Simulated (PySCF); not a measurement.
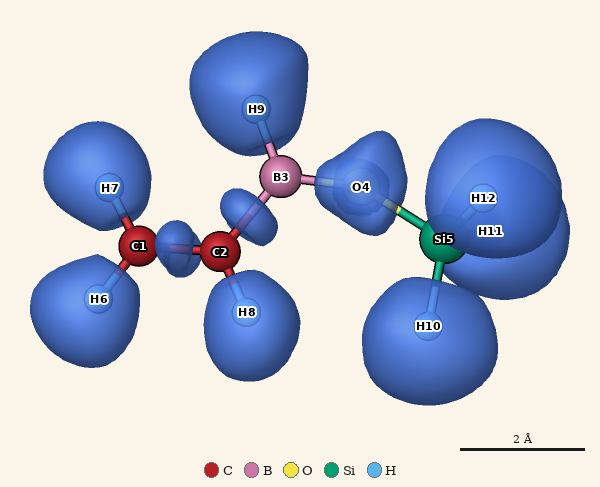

Figure. C₂H₇BOSi (SMILES C=CBO[SiH3]). Isosurface of the electron localisation function at 0.8 (blue), seen across its widest extent. Only the valence region is drawn (cores and ρ < 0.01 e/Å³ removed).

Geometry: GFN2-xTB.

Method: PBE0/pcSseg-1, SCF density, gas phase, non-relativistic (PySCF 2.14.0).

```csv
atom,x (Å),y (Å),z (Å)
C,2.4909,-0.0456,-0.6588
C,1.1804,0.1103,-0.4988
B,0.3464,-0.5351,0.6570
O,-0.9575,-0.3393,0.7523
Si,-2.3796,0.2701,0.3012
H,3.0441,0.4098,-1.4670
H,3.0693,-0.6452,0.0264
H,0.6536,0.7267,-1.2213
H,0.8628,-1.2144,1.4714
H,-2.2716,1.2100,-0.8204
H,-3.1686,-0.8997,-0.0809
H,-2.8691,0.9517,1.4982
```

**Describe the localisation domains.**

The ELF exceeds this value in one region between bonded B–C atoms (shared pairs), one region between bonded C–C atoms (shared pairs), seven regions around hydrogen nuclei and one region on O in which the atom's valence shell and bonds are merged. Profiles from the grid: B–O (1.32 Å): the ELF peaks at about 0.90 between the atoms: a short, strongly polar bond. C–C (1.33 Å): the ELF peaks at about 0.95 between the atoms; a multiple bond.
